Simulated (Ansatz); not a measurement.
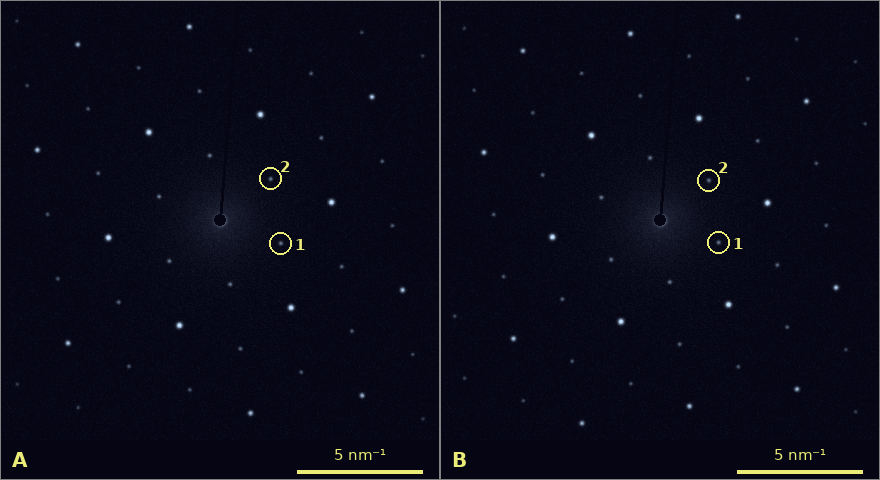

Kinematic electron diffraction patterns (200 kV, B = 0.5 Å², same scale) along [001] of the run's own cell, for the start and the end of one relaxation of NaCu2 with DFT PBE, scalar-relativistic, plane waves, PAW (Ansatz). k mesh 12×12×16. The start is a generated model structure, and the relaxation ends in the nearest stationary point of its symmetry, not necessarily the ground state. Spot 1 is -1 0 0 and spot 2 is 0 -1 0 in both.

Start structure:

```yaml
crystal:
  lattice:
    - [4.39657, 0.00000, 0.00000]
    - [-2.19829, 3.80754, 0.00000]
    - [0.00000, 0.00000, 2.79486]
  atoms:
    - { symbol: Na, position: [0.00000, 0.00000, 0.00000] }
    - { symbol: Cu, position: [0.33333, 0.66667, 0.50000] }
    - { symbol: Cu, position: [0.66667, 0.33333, 0.50000] }
```

> Which pattern belongs to the start structure, and which to the relaxed one?

A is the start: its cell gives d(1) = 3.808 Å, d(2) = 3.808 Å and an angle of 60.0°. B is the relaxed structure, with d(1) = 3.949 Å (+3.7 %), d(2) = 3.949 Å (+3.7 %) and 60.0°.

> What did the relaxation do to the structure and the energy?

The volume changed by +0.1 % to 15.62 Å³ an atom; the fractional coordinates hardly changed; the space group stayed P6/mmm (No. 191); the free energy fell by 22 meV an atom. Relaxed cell: a = 4.560 Å, b = 4.560 Å, c = 2.602 Å, α = 90.00°, β = 90.00°, γ = 120.00°.
